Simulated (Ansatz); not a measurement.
A series of calculations on SnH5O4F

**1. Relaxation**

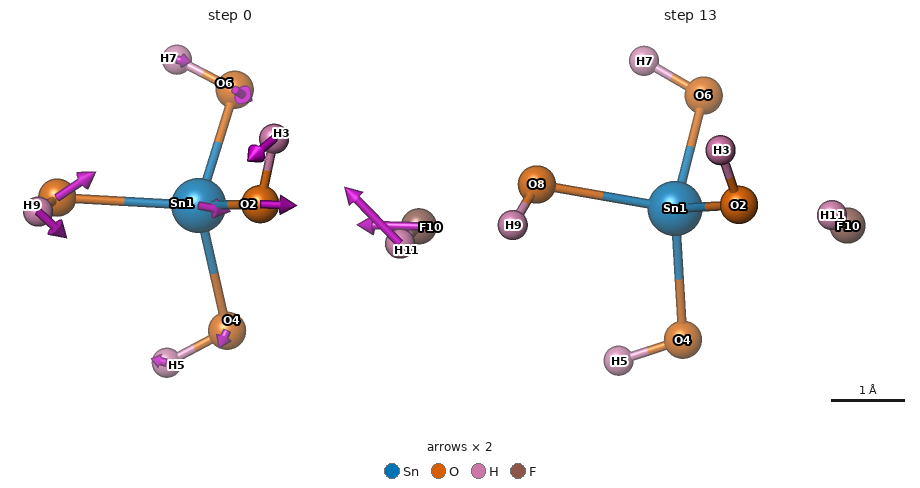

The structure of SnH5O4F before (left) and after (right) a relaxation, at one scale. The purple arrows give the displacements, magnified 2 times.

The picture is a ball-and-stick view, seen at a tilt.

The run prepares an end point of a later path (reaction) calculation, from a guessed geometry.

These are results of Ansatz 0.2.0, RKS PBE0/def2-SVP, not measurements. Set-up: no spin polarisation; force threshold 0.03 eV/Å; at most 50 steps.

Describe what moved and what it gained.

Answer. The largest move after the best rigid fit is that of H11, 0.55 Å. Largest moves by element: H 0.55 Å, F 0.44 Å, O 0.35 Å, Sn 0.24 Å. Among the contacts that change: Sn1–F10 3.065 → 2.402 Å, Sn1–H11 2.975 → 2.380 Å, Sn1–O2 1.970 → 2.025 Å, F10–H11 0.925 → 0.972 Å. Among the angles between lasting bonds that change: O2–Sn1–O8 109.1° → 103.7°, O6–Sn1–O8 105.4° → 100.1°, O4–Sn1–O6 117.1° → 121.3°. Groups turn about Sn1–O2 by about 40°, Sn1–O8 by about 35°. Over 12 accepted moves (13 points after the start) the energy falls by 24.2 kJ/mol. Largest force component: 0.31 eV/Å at the start, 0.025 eV/Å at the end. The line search rejected the trial step at point 6 of the run. The run took 31 s on 4 threads of Arm Neoverse V2, on a shared host, peak memory 0.31 GiB.

Limits of the set-up: the start holds two separate molecules, 2.2 Å apart at their closest, whose relative position is a soft coordinate and is computed without a dispersion correction.

**2. Relaxation**

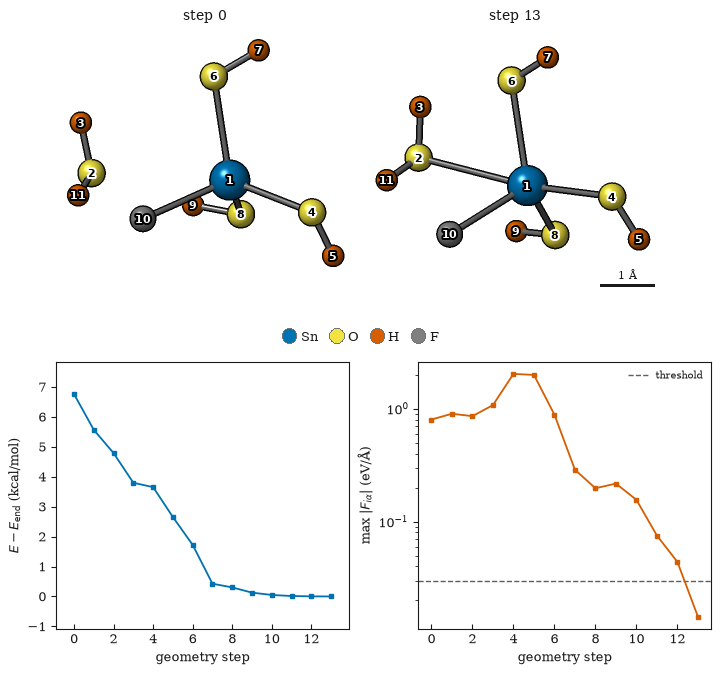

First and last geometry of a relaxation of SnH5O4F, with the history of the run. The picture is a ball-and-stick view, seen at a tilt.

The run prepares an end point of a later path (reaction) calculation, from a guessed geometry.

These are results of RKS PBE0/def2-SVP in Ansatz, not measurements.

Input
```yaml
crystal:
  periodic: [false, false, false]
  atoms:
    - { symbol: Sn, position_ang: [0.387581, 0.166397, -0.326727] }
    - { symbol: O, position_ang: [-0.751525, -0.103009, 2.605131] }
    - { symbol: H, position_ang: [-1.467469, 0.539696, 2.529583] }
    - { symbol: O, position_ang: [1.485654, 0.04111, -1.942066] }
    - { symbol: H, position_ang: [1.962266, -0.797276, -1.991208] }
    - { symbol: O, position_ang: [-1.07984, 1.44142, -0.586089] }
    - { symbol: H, position_ang: [-1.535707, 1.268404, -1.422239] }
    - { symbol: O, position_ang: [-0.105889, -1.634514, 0.256978] }
    - { symbol: H, position_ang: [-0.456384, -1.464245, 1.151138] }
    - { symbol: F, position_ang: [1.373208, 1.007674, 1.068627] }
    - { symbol: H, position_ang: [0.067705, 0.441643, 2.636572] }
basis:
  gaussian: { orbitals: def2-SVP }
hamiltonian:
  xc: pbe0
relax:
  f_tol: 0.03
  max_steps: 50
```

Command:
```bash
ansatz run input.yaml --threads 4 --pin off --max-ram 5120MiB --backend cpu --events-out ev --progress --plain --runs-dir out
```

### Read the history and describe the run.

It converged. Over 13 geometry steps the energy falls by 6.76 kcal/mol. Largest force component: 0.8 eV/Å at the start, 0.014 eV/Å at the end. The atom that moves furthest after the best rigid fit is H3 (0.80 Å). Largest moves by element: H 0.80 Å, O 0.57 Å, Sn 0.36 Å, F 0.30 Å. Near-neighbour distances that change, for instance: Sn1–O2 3.157 → 2.409 Å, Sn1–F10 1.904 → 1.952 Å, Sn1–O6 1.961 → 1.978 Å, O2–H11 0.984 → 0.971 Å. New bonds form, among them: Sn1–O2 (3.16 → 2.41 Å). Bond angles that change, for instance: O4–Sn1–O6 110.6° → 100.9°, O6–Sn1–F10 101.4° → 108.7°, Sn1–O8–H9 101.7° → 108.9°. Groups turn about Sn1–O6 by about 45°.

**3. Path**

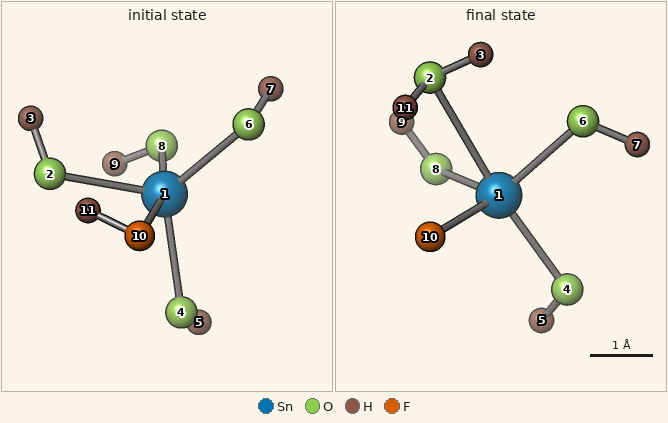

The two relaxed end points of a path for SnH5O4F. A ball-and-stick model, seen from a free direction.

All numbers below come from Ansatz 0.2.0, RKS PBE0/def2-SVP.

Settings: 7 movable images; climbing image; force threshold 0.03 eV/Å; iteration limit 60.

Start:
```xyz
11

Sn    0.0113    0.0831    0.0986
O     0.0140    0.0364    2.1229
H    -0.8627   -0.0613    2.5134
O     1.8126   -0.3225   -0.5621
H     1.7514   -1.0569   -1.1873
O    -1.0425    1.5567   -0.6514
H    -1.7849    1.1743   -1.1387
O    -1.1345   -1.4562   -0.4069
H    -0.8871   -2.2688    0.0508
F     1.1901    1.8626    1.1996
H     0.8118    1.3597    1.9409
```

End:
```xyz
11

Sn    0.3227   -0.0158   -0.0042
O    -0.7875    0.2388    2.1188
H    -1.3613    0.9532    1.7910
O     1.1727    0.0689   -1.7767
H     1.6385   -0.7517   -1.9791
O    -1.1208    1.3197   -0.2185
H    -1.1295    1.6896   -1.1100
O    -0.0168   -1.9284    0.2654
H    -0.4562   -2.0510    1.1169
F     1.6584    0.7006    1.2251
H    -0.0407    0.6835    2.5512
```

> What barrier does the band find between them, and by what path?

Forward barrier 5.0 kJ/mol, backward barrier 72.4 kJ/mol, with image 3 at the top; the reaction energy is −67.4 kJ/mol. A hydrogen atom shifts from one atom to another. Breaking: F10–H11 (0.97 → 1.11 at the top → 2.16 Å). Forming: O2–H11 (1.56 → 1.25 at the top → 0.97 Å). The band converged in 25 iterations. The largest component of the band force went from 22 to 0.022 eV/Å. The climbing image converged on the top of the path. Its vibrational analysis gives one imaginary mode (411i cm⁻¹), as a transition state must have.

Energies of the converged images:

| image | path (Å) | E (kJ/mol) |
| --- | --- | --- |
| 0 | 0.00 | 0.0 |
| 1 | 0.16 | 0.5 |
| 2 | 0.32 | 2.8 |
| 3 | 0.48 | 5.0 |
| 4 | 1.34 | -25.2 |
| 5 | 2.21 | -27.3 |
| 6 | 3.08 | -40.6 |
| 7 | 3.95 | -58.1 |
| 8 | 4.82 | -67.4 |

The geometry at the top of the path:

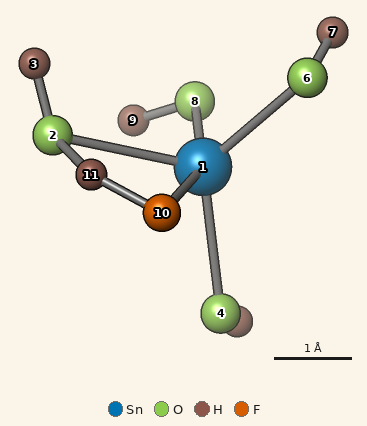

The run took 6 min on 4 threads of Arm Neoverse V2, on a shared host, peak memory 0.32 GiB.
